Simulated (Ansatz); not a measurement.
**CH7BN2O: from a rough start to a minimum**

The task is to find a stationary geometry of CH7BN2O, check the end point by its vibrations and derive ideal-gas thermochemistry, and look at its orbitals and charge.

Method: RKS PBE0-D4/def2-TZVP; program: Ansatz 0.2.0, Gaussian basis.

Plan: relaxation at PBE-D4/def2-SVP; relaxation at PBE0-D4/def2-TZVP; harmonic vibrations at the same level; a single point in def2-TZVPP for the fields.

**1. The system as given**

12 atoms, charge 0, spin multiplicity 1.

Atoms are counted from 1 here; the program's logs count them from 0.

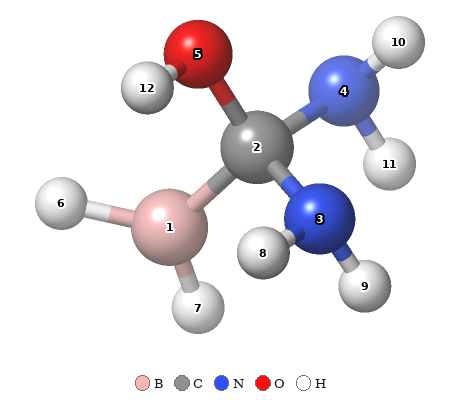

Start geometry, drawn with boron pink, carbon grey, nitrogen blue, oxygen red, hydrogen white; atoms are numbered from 1 in the order of the file.

The start is a force-field geometry with small random shifts, so a cheaper pass at PBE-D4/def2-SVP comes first.

**2. Optimising with PBE-D4/def2-SVP (cheap first pass)**

Contents of in.yaml:

```yaml
crystal:
  periodic: [false, false, false]
  atoms:
    - {symbol: B, position_ang: [-1.339800, 0.210000, -0.320500]}
    - {symbol: C, position_ang: [0.196200, 0.220200, -0.064500]}
    - {symbol: N, position_ang: [0.495700, -0.692800, 1.024600]}
    - {symbol: N, position_ang: [0.948000, -0.205000, -1.290800]}
    - {symbol: O, position_ang: [0.650200, 1.513300, 0.229200]}
    - {symbol: H, position_ang: [-1.992700, 1.282000, -0.240000]}
    - {symbol: H, position_ang: [-1.932500, -0.735600, -0.619000]}
    - {symbol: H, position_ang: [0.059700, -0.382800, 1.898800]}
    - {symbol: H, position_ang: [0.200800, -1.642100, 0.846100]}
    - {symbol: H, position_ang: [1.908800, -0.203400, -1.095100]}
    - {symbol: H, position_ang: [0.604400, -1.208000, -1.474900]}
    - {symbol: H, position_ang: [0.278300, 1.789100, 1.140100]}
basis:
  gaussian: {orbitals: def2-SVP}
hamiltonian: {xc: pbe, dispersion: d4}
relax: {f_tol: 0.03, max_steps: 200}
```

Launch:

```
ansatz run in.yaml --threads 4 --pin off --events-out ev --progress --plain --max-ram 10444MiB
```

Output, shortened:

```text
Functional definition: PBE
  name "PBE"
  cite "Perdew, Burke & Ernzerhof, Phys. Rev. Lett. 77, 3865 (1996) doi:10.1103/PhysRevLett.77.3865"
  parent pbe
[...]
1205 factors; their error is unknown
[...]
mean field -6839.16256317 eV, -251.3345884456 hartree, gradient 2.8e-5 eV, S^2 0.000000; 0 other end points of the search recorded, 0 dependent functions left out
[...]
reference -6839.16259885 eV, -251.3345897569 hartree; 20, 20 occupied and 85, 85 virtual orbitals, 1205 factors
relax step   1: F+E_penalty+E_count = -6839.37628471 eV  Δ(F+E_penalty+E_count) = +0.000e0 eV  max|allowed force component| = 4.223e0 eV/Å  Δτ_max = 0.0000 Å  (30 SCF iters, accepted)
[...]
relax step  11: F+E_penalty+E_count = -6840.61018761 eV  Δ(F+E_penalty+E_count) = +9.795e-2 eV  max|allowed force component| = 2.163e0 eV/Å  Δτ_max = 0.1999 Å  (36 SCF iters, rejected (line search))
[...]
relax step  21: F+E_penalty+E_count = -6841.02718160 eV  Δ(F+E_penalty+E_count) = +1.684e-1 eV  max|allowed force component| = 1.144e0 eV/Å  Δτ_max = 0.1959 Å  (36 SCF iters, rejected (line search))
[...]
relax step  31: F+E_penalty+E_count = -6841.58120403 eV  Δ(F+E_penalty+E_count) = -1.206e-1 eV  max|allowed force component| = 3.389e-1 eV/Å  Δτ_max = 0.1950 Å  (29 SCF iters, accepted)
[...]
1205 factors; their error is unknown
mean field -6842.35300819 eV, -251.4518351375 hartree, gradient 1.6e-5 eV, S^2 0.000000; 1 other end points of the search recorded, 0 dependent functions left out
[...]
reference -6842.35304368 eV, -251.4518364419 hartree; 20, 20 occupied and 85, 85 virtual orbitals, 1205 factors
Total energy: -6842.55733291 eV, -251.4593439327 hartree
Atom 0 at    -0.754147    -0.357811     0.011364 Å, force    -0.001261    -0.007148    -0.007533 eV/Å
Atom 1 at     0.656176     0.277993    -0.512526 Å, force    -0.008266     0.011527     0.016473 eV/Å
Atom 2 at    -0.542479    -0.154040     1.599533 Å, force     0.002791     0.007603    -0.018343 eV/Å
Atom 3 at     0.960912     0.299942    -1.831746 Å, force     0.009498     0.001499    -0.016090 eV/Å
Atom 4 at     1.460043     0.754247     0.332150 Å, force     0.002186    -0.016824    -0.001317 eV/Å
Atom 5 at    -1.725488     0.295842    -0.372866 Å, force     0.008696    -0.013596     0.007060 eV/Å
Atom 6 at    -0.862089    -1.555202    -0.257835 Å, force    -0.003606     0.013908     0.005649 eV/Å
Atom 7 at    -1.232531     0.455035     2.052585 Å, force    -0.004345    -0.001706     0.005271 eV/Å
Atom 8 at    -0.469590    -1.024745     2.137446 Å, force    -0.006775    -0.002345     0.005118 eV/Å
Atom 9 at     1.846724     0.700696    -2.147490 Å, force    -0.005118     0.006990     0.001701 eV/Å
Atom 10 at     0.313917    -0.083901    -2.518228 Å, force    -0.000080    -0.005161    -0.000666 eV/Å
Atom 11 at     0.425653     0.336844     1.541613 Å, force     0.006281     0.005252     0.002678 eV/Å
Dipole moment:    -0.120999    -0.070189     0.232320 e Å
```

It took 42 s on 4 threads of AMD EPYC 7B13, shared host.

Along the way: (not every step is listed) (the energy doesn't fall at every step)

```csv
step,energy from step 1 (eV),largest force component (eV/Å)
1,0.0000,4.2228
2,-0.3794,1.3827
3,-0.5286,0.5387
4,-0.6035,0.6237
5,-0.6966,0.5838
6,-0.8182,1.4641
7,-0.9022,1.8681
8,-1.0621,2.4591
9,-1.2261,2.2075
11,-1.2339,2.1625
13,-1.4865,0.2540
15,-1.4984,0.1681
17,-1.5177,0.9975
19,-1.7477,1.0916
21,-1.6509,1.1443
23,-1.8822,0.9649
25,-1.9437,0.2973
27,-1.9567,0.1976
29,-2.0055,0.8550
31,-2.2049,0.3389
33,-2.4772,0.6401
35,-2.7517,0.7044
37,-2.9740,1.2340
38,-2.9381,2.0163
39,-3.1113,0.7302
40,-3.1674,0.4280
41,-3.1732,0.3603
42,-3.1785,0.1967
43,-3.1810,0.0183
```

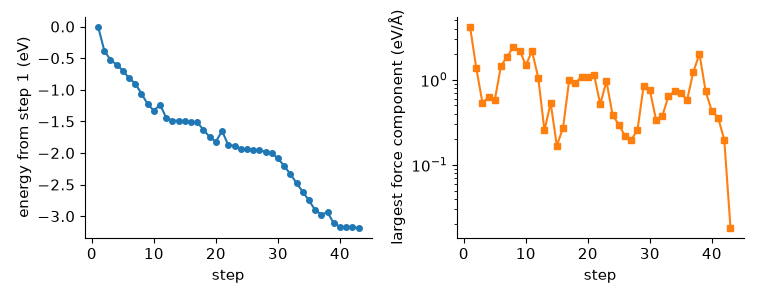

Energy and largest force along the relaxation.

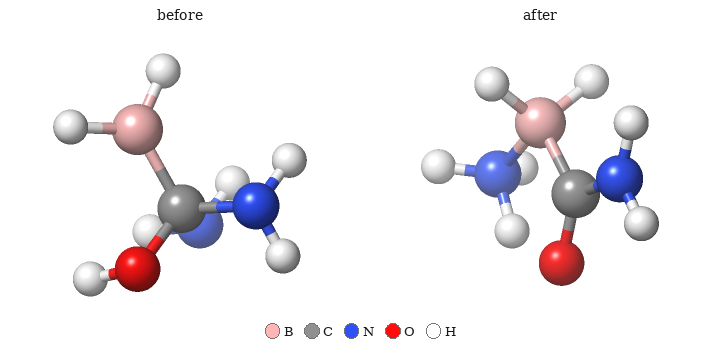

Before and after, at one scale.

Close pairs (by a distance rule), those that changed most:

```csv
bond,before (Å),after (Å),change (Å)
N3–H12,2.494,1.087,-1.407
C2–N3,1.452,2.467,+1.014
B1–N3,2.448,1.615,-0.833
O5–H12,1.022,1.645,+0.623
C2–N4,1.500,1.354,-0.146
C2–O5,1.402,1.260,-0.142
B1–H7,1.155,1.232,+0.077
B1–C2,1.557,1.633,+0.076
```

**3. Geometry optimisation, PBE0-D4/def2-TZVP**

Contents of in.yaml:

```yaml
crystal:
  periodic: [false, false, false]
  atoms:
    - {symbol: B, position_ang: [-0.754147, -0.357811, 0.011364]}
    - {symbol: C, position_ang: [0.656176, 0.277993, -0.512526]}
    - {symbol: N, position_ang: [-0.542479, -0.154040, 1.599533]}
    - {symbol: N, position_ang: [0.960912, 0.299942, -1.831746]}
    - {symbol: O, position_ang: [1.460043, 0.754247, 0.332150]}
    - {symbol: H, position_ang: [-1.725488, 0.295842, -0.372866]}
    - {symbol: H, position_ang: [-0.862089, -1.555202, -0.257835]}
    - {symbol: H, position_ang: [-1.232531, 0.455035, 2.052585]}
    - {symbol: H, position_ang: [-0.469590, -1.024745, 2.137446]}
    - {symbol: H, position_ang: [1.846724, 0.700696, -2.147490]}
    - {symbol: H, position_ang: [0.313917, -0.083901, -2.518228]}
    - {symbol: H, position_ang: [0.425653, 0.336844, 1.541613]}
basis:
  gaussian: {orbitals: def2-TZVP}
hamiltonian: {xc: pbe0, dispersion: d4}
relax: {f_tol: 0.005, max_steps: 150}
```

Launched as before.

Output, shortened:

```text
Functional definition: PBE0
  name "PBE0"
  cite "Adamo & Barone, J. Chem. Phys. 110, 6158 (1999) doi:10.1063/1.478522"
  cite "Perdew, Burke & Ernzerhof, Phys. Rev. Lett. 77, 3865 (1996) doi:10.1103/PhysRevLett.77.3865"
  parent pbe
[...]
1118 factors; their error is unknown
[...]
mean field -6850.55445166 eV, -251.7532326258 hartree, gradient 3.0e-5 eV, S^2 0.000000; 0 other end points of the search recorded, 0 dependent functions left out
[...]
reference -6850.55448256 eV, -251.7532337614 hartree; 20, 20 occupied and 177, 177 virtual orbitals, 1118 factors
relax step   1: F+E_penalty+E_count = -6850.72475585 eV  Δ(F+E_penalty+E_count) = +0.000e0 eV  max|allowed force component| = 8.137e-1 eV/Å  Δτ_max = 0.0000 Å  (29 SCF iters, accepted)
[...]
Atom 2 at    -0.541991    -0.149370     1.595842 Å, force     0.002711    -0.000295    -0.000132 eV/Å
Atom 3 at     0.944627     0.300588    -1.831397 Å, force    -0.000642     0.000645     0.003230 eV/Å
Atom 4 at     1.484035     0.740705     0.297914 Å, force     0.002761     0.000438     0.001951 eV/Å
Atom 5 at    -1.685562     0.281616    -0.370881 Å, force     0.000324    -0.001782    -0.000123 eV/Å
Atom 6 at    -0.824869    -1.532607    -0.242081 Å, force     0.001096     0.000819     0.000829 eV/Å
Atom 7 at    -1.237458     0.453555     2.016344 Å, force     0.000772     0.001335    -0.000641 eV/Å
Atom 8 at    -0.505399    -1.015659     2.117785 Å, force    -0.001153    -0.000210    -0.000127 eV/Å
Atom 9 at     1.811550     0.695713    -2.155942 Å, force    -0.000095    -0.000197    -0.000051 eV/Å
Atom 10 at     0.291891    -0.072200    -2.495637 Å, force    -0.000376     0.000346     0.000103 eV/Å
Atom 11 at     0.397606     0.317365     1.608905 Å, force    -0.001469    -0.000516    -0.000170 eV/Å
Dipole moment:    -0.246368    -0.107712     0.280806 e Å
```

Run time: 20 s. Hardware: 4 threads of AMD EPYC 7B13, shared host.

The steps of the relaxation:

```csv
step,energy from step 1 (eV),largest force component (eV/Å)
1,0.0000,0.8137
2,-0.0519,0.3580
3,-0.0606,0.1202
4,-0.0637,0.1368
5,-0.0650,0.0818
6,-0.0653,0.0239
7,-0.0654,0.0111
8,-0.0654,0.0036
```

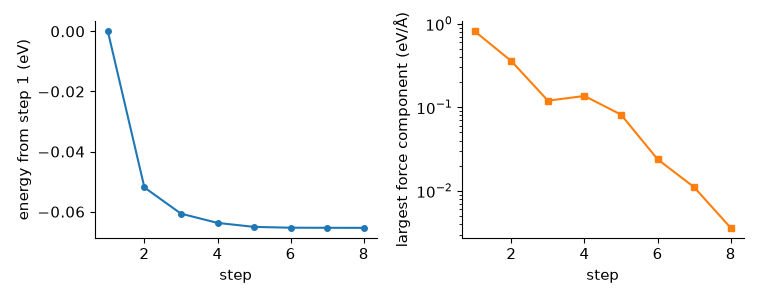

Energy and force, step by step.

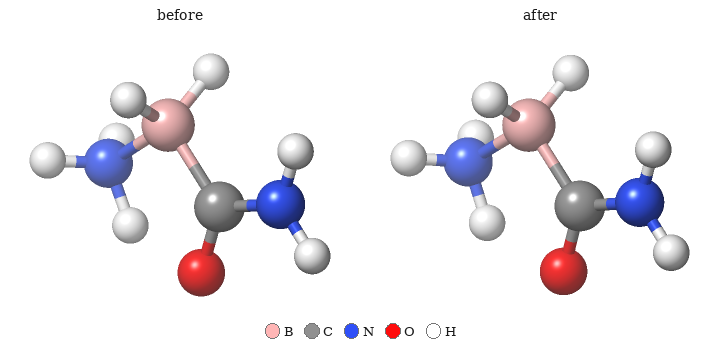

The geometry before (left) and after (right).

Distances of close pairs at the start and the end, largest changes first:

```csv
bond,before (Å),after (Å),change (Å)
N3–H12,1.087,1.049,-0.038
B1–H6,1.232,1.211,-0.021
B1–H7,1.232,1.211,-0.021
C2–O5,1.260,1.241,-0.018
N4–H10,1.022,1.006,-0.016
B1–C2,1.633,1.618,-0.015
N4–H11,1.018,1.003,-0.015
N3–H9,1.026,1.012,-0.014
```

Mulliken charges of the relaxed molecule (report file):

```csv
atom,value (e)
B1,-0.32
C2,0.32
N3,-0.42
N4,-0.41
O5,-0.47
H6,-0.01
H7,-0.01
H8,0.27
H9,0.27
H10,0.23
H11,0.25
H12,0.30
```

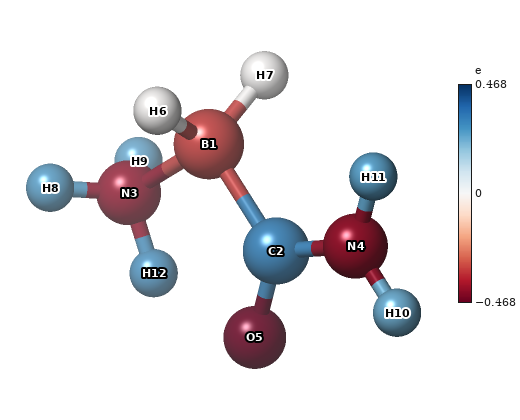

Mulliken charges of the relaxed molecule (report file), as colours on the atoms.

**4. Force constants and modes**

Contents of in.yaml:

```yaml
crystal:
  periodic: [false, false, false]
  atoms:
    - {symbol: B, position_ang: [-0.726172, -0.352197, 0.008814]}
    - {symbol: C, position_ang: [0.668843, 0.277389, -0.515667]}
    - {symbol: N, position_ang: [-0.541991, -0.149370, 1.595842]}
    - {symbol: N, position_ang: [0.944627, 0.300588, -1.831397]}
    - {symbol: O, position_ang: [1.484035, 0.740705, 0.297914]}
    - {symbol: H, position_ang: [-1.685562, 0.281616, -0.370881]}
    - {symbol: H, position_ang: [-0.824869, -1.532607, -0.242081]}
    - {symbol: H, position_ang: [-1.237458, 0.453555, 2.016344]}
    - {symbol: H, position_ang: [-0.505399, -1.015659, 2.117785]}
    - {symbol: H, position_ang: [1.811550, 0.695713, -2.155942]}
    - {symbol: H, position_ang: [0.291891, -0.072200, -2.495637]}
    - {symbol: H, position_ang: [0.397606, 0.317365, 1.608905]}
basis:
  gaussian: {orbitals: def2-TZVP}
hamiltonian: {xc: pbe0, dispersion: d4}
phonons: {temperatures: {t_min: 298.15, t_max: 900, t_step: 200}}
```

Same command.

Output, shortened:

```text
Functional definition: PBE0
  name "PBE0"
  cite "Adamo & Barone, J. Chem. Phys. 110, 6158 (1999) doi:10.1063/1.478522"
  cite "Perdew, Burke & Ernzerhof, Phys. Rev. Lett. 77, 3865 (1996) doi:10.1103/PhysRevLett.77.3865"
  parent pbe
[...]
1118 factors; their error is unknown
[...]
mean field -6850.61937709 eV, -251.7556185914 hartree, gradient 2.5e-5 eV, S^2 0.000000; 0 other end points of the search recorded, 0 dependent functions left out
[...]
reference -6850.61940786 eV, -251.7556197223 hartree; 20, 20 occupied and 177, 177 virtual orbitals, 1118 factors
[...]
1118 factors; their error is unknown
mean field -6850.61924371 eV, -251.7556136899 hartree, gradient 1.5e-6 eV, S^2 0.000000; 0 other end points of the search recorded, 0 dependent functions left out
[...]
reference -6850.61927449 eV, -251.7556148209 hartree; 20, 20 occupied and 177, 177 virtual orbitals, 1118 factors
[...]
Atom 5 at    -1.685562     0.281616    -0.370881 Å, force     0.000335    -0.001786    -0.000123 eV/Å
Atom 6 at    -0.824869    -1.532607    -0.242081 Å, force     0.001097     0.000821     0.000825 eV/Å
Atom 7 at    -1.237458     0.453555     2.016344 Å, force     0.000764     0.001348    -0.000634 eV/Å
Atom 8 at    -0.505399    -1.015659     2.117785 Å, force    -0.001146    -0.000205    -0.000133 eV/Å
Atom 9 at     1.811550     0.695713    -2.155942 Å, force    -0.000088    -0.000193    -0.000047 eV/Å
Atom 10 at     0.291891    -0.072200    -2.495637 Å, force    -0.000374     0.000347     0.000100 eV/Å
Atom 11 at     0.397606     0.317365     1.608905 Å, force    -0.001468    -0.000514    -0.000142 eV/Å
Dipole moment:    -0.246368    -0.107712     0.280807 e Å
Vibrations: 85.74 285.29 289.62 295.44 420.98 431.13 606.17 647.39 732.19 746.20 799.87 930.76 939.99 1062.09 1098.97 1126.00 1176.44 1317.23 1409.73 1616.98 1630.02 1674.26 1681.92 2474.53 2512.01 3011.70 3559.64 3603.39 3630.39 3747.29 cm⁻¹, zero-point energy 2.699344 eV
```

Wall time 1.9 min (4 threads of AMD EPYC 7B13, shared host).

Motions are named by where the mode's potential energy lies. Wavenumbers, unscaled:

```csv
mode,cm⁻¹,motion
1,86,torsion
2,285,torsion with out-of-plane bend
3,290,torsion
4,295,bend
5,421,bend
6,431,torsion
7,606,bend
8,647,torsion
9,732,bend with torsion
10,746,B–C stretch with bend
11,800,B–N stretch
12,931,bend with torsion
13,940,torsion with bend
14,1062,bend
15,1099,bend
16,1126,bend
17,1176,bend
18,1317,bend
19,1410,bend with C–N stretch
20,1617,bend
21,1630,bend
22,1674,bend
23,1682,C–O stretch with bend
24,2475,B–H stretch
25,2512,B–H stretch
26,3012,N–H stretch
27,3560,N–H stretch
28,3603,N–H stretch
29,3630,N–H stretch
30,3747,N–H stretch
```

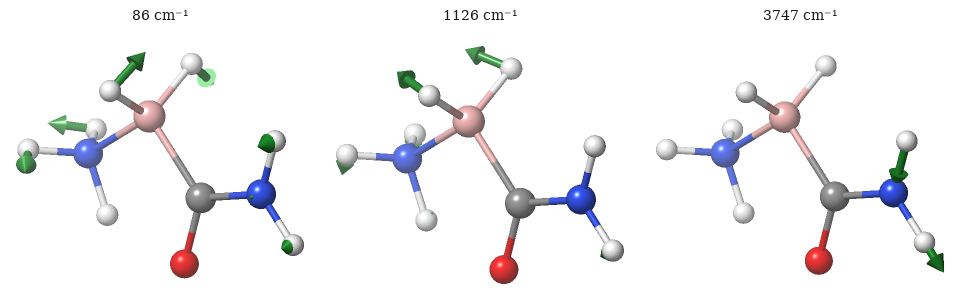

How the atoms move in 3 of the modes.

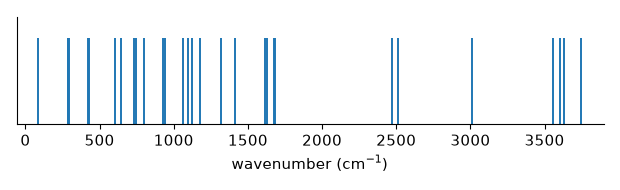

The harmonic wavenumbers as sticks (no intensities were computed).

From these modes and the moments of inertia (298.15 K, 1 bar, symmetry number 1):

```csv
term,value
zero-point energy,260.4 kJ/mol
H(298) − E,279.3 kJ/mol
"entropy, translation",162.5 J/(mol K)
"entropy, rotation",107.0 J/(mol K)
"entropy, vibration",50.3 J/(mol K)
"entropy, total",319.8 J/(mol K)
```

**5. Fields at the relaxed geometry**

Edit in.yaml of step 4 so:

```diff
@@ -16,4 +16,4 @@
 basis:
-  gaussian: {orbitals: def2-TZVP}
+  gaussian: {orbitals: def2-TZVPP}
 hamiltonian: {xc: pbe0, dispersion: d4}
-phonons: {temperatures: {t_min: 298.15, t_max: 900, t_step: 200}}
+output: {orbitals: {seedname: orbitals}}
```

Launched as before.

Output:

```text
Functional definition: PBE0
  name "PBE0"
  cite "Adamo & Barone, J. Chem. Phys. 110, 6158 (1999) doi:10.1063/1.478522"
  cite "Perdew, Burke & Ernzerhof, Phys. Rev. Lett. 77, 3865 (1996) doi:10.1103/PhysRevLett.77.3865"
  parent pbe
  parameter a = 0.25
  parameter kappa = 0.804
  parameter beta = 0.06672455060314922
  exchange = (1 - a)*pbe_x(kappa = kappa, mu = beta*pi^2/3) + a*exact_x
  correlation = pbe_c(beta = beta)
1223 factors; their error is unknown
mean field evaluation 1: about -6841.0265 eV, gradient 7.1e1 eV
mean field evaluation 2: about -6835.4748 eV, gradient 8.8e1 eV
mean field evaluation 4: about -6850.6566 eV, gradient 6.2e0 eV
mean field evaluation 8: about -6850.7262 eV, gradient 7.4e-2 eV
mean field evaluation 16: about -6850.7399 eV, gradient 3.4e-5 eV
mean field -6850.73986811 eV, -251.7600465549 hartree, gradient 3.4e-5 eV, S^2 0.000000; 0 other end points of the search recorded, 0 dependent functions left out
reference -6850.73989907 eV, -251.7600476925 hartree; 20, 20 occupied and 233, 233 virtual orbitals, 1223 factors
Total energy: -6850.91064161 eV, -251.7663223652 hartree
```

Wall time 2 s (4 threads of AMD EPYC 7B13, shared host); peak memory 0.54 GiB.

Orbitals, density, ELF and potential are computed afterwards from the orbital file.

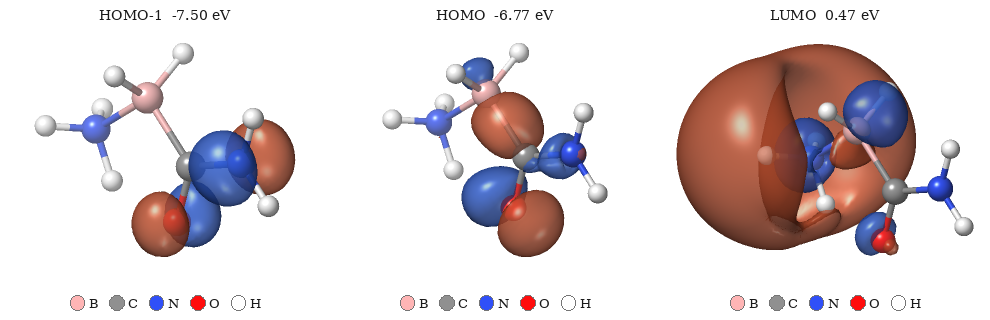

PBE0-D4/def2-TZVPP orbitals near the gap, drawn at the value that encloses 70 % of each; the two colours are the two signs.

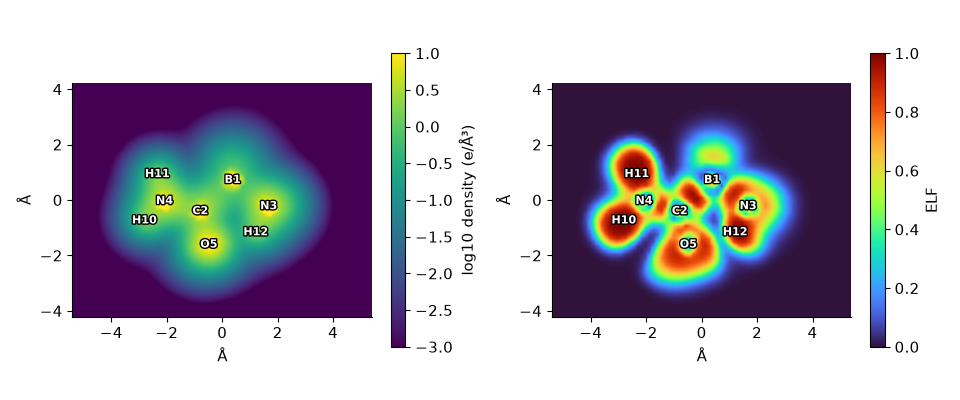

Density (left) and ELF (right) in a plane through or near 8 of the atoms.

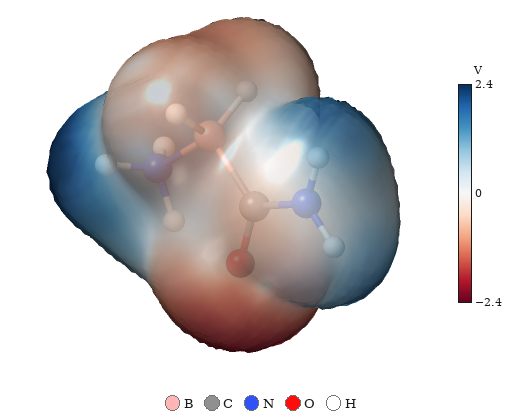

Electrostatic potential on the surface of density 0.002 e/bohr³; red is low, blue high. It runs from -1.90 V near O5 to 2.40 V near H8.

**6. Results**

| quantity | value |
| --- | --- |
| point group | Cs |
| steps | 43 + 8 |
| shift from the start (rms) | 1.262 Å |
| total energy | -6850.7901 eV |
| dispersion term | -171 meV |
| dipole moment | 1.87 D |
| lowest, highest wavenumber | 86, 3747 cm⁻¹ |
| zero-point energy | 260.4 kJ/mol |
| entropy at 298.15 K | 319.8 J/(mol K) |
| HOMO, LUMO | -6.77, 0.47 eV |

The atoms moved 1.26 Å (rms) from the start; the bond that changed most is N3–H12, from 2.494 to 1.049 Å. The bonds at the end are not those of the start, so the run found another structure. No mode is imaginary: a true minimum at this level. The stiffest mode, 3747 cm⁻¹, is an N–H stretch. Harmonic hybrid wavenumbers usually lie a few per cent above measured fundamentals. The largest Mulliken charge, -0.47 e, sits on O5. The HOMO lies mostly on O5 56 %; C2 12 % and the LUMO on H8, H9 about 34 % each; N3 8 %.
